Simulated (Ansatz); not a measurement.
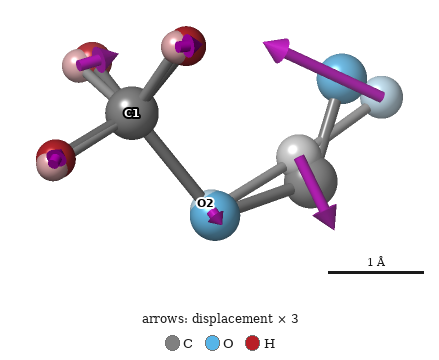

A relaxation of C2H3O2 (multiplicity 2) (coarse preliminary run). The starting structure is drawn faded, the final one solid; purple arrows show the displacements, magnified 3 times. The two geometries are superimposed by the best rigid fit.

Style: ball-and-stick. Shown at a tilt.

The start comes from a force field.

Level of theory: Ansatz, UKS PBE-D4/def2-SVP.

Input file:
```yaml
crystal:
  periodic: [false, false, false]
  atoms:
    - {symbol: C, position_ang: [-0.144800, 0.718400, -0.148700]}
    - {symbol: O, position_ang: [-0.762300, -0.419700, 0.386800]}
    - {symbol: C, position_ang: [0.106900, -1.395300, 0.334600]}
    - {symbol: O, position_ang: [1.017200, -2.242500, 0.303900]}
    - {symbol: H, position_ang: [0.088800, 0.607900, -1.227400]}
    - {symbol: H, position_ang: [-0.947700, 1.570700, -0.119800]}
    - {symbol: H, position_ang: [0.703200, 1.092400, 0.425000]}
basis:
  gaussian: {orbitals: def2-SVP}
magnetization: {spin_polarized: true, initial_magnetization: 1}
hamiltonian: {xc: pbe, dispersion: d4}
relax: {f_tol: 0.03, max_steps: 200}
```

> Atoms of which element are displaced furthest, and by how much?

Oxygen: up to 0.50 Å, against 0.29 Å for carbon.

> Describe the change and its energy.

O4 moves most after the best rigid fit: 0.50 Å. By element the largest moves are O 0.50 Å, C 0.29 Å, H 0.16 Å. Near-neighbour distances that change, for instance: C1–H6 1.171 → 1.103 Å, C1–O2 1.401 → 1.461 Å, C3–O4 1.244 → 1.200 Å, C1–H7 1.090 → 1.107 Å. Bond angles that change, for instance: O2–C3–O4 174.6° → 130.5°, C1–O2–C3 107.3° → 116.1°, H5–C1–H6 103.9° → 110.8°. Over 8 geometry steps the energy falls by 2.186 eV. The largest force component goes from 4.4 to 0.018 eV/Å. The run took roughly 40 core-seconds on a shared host.
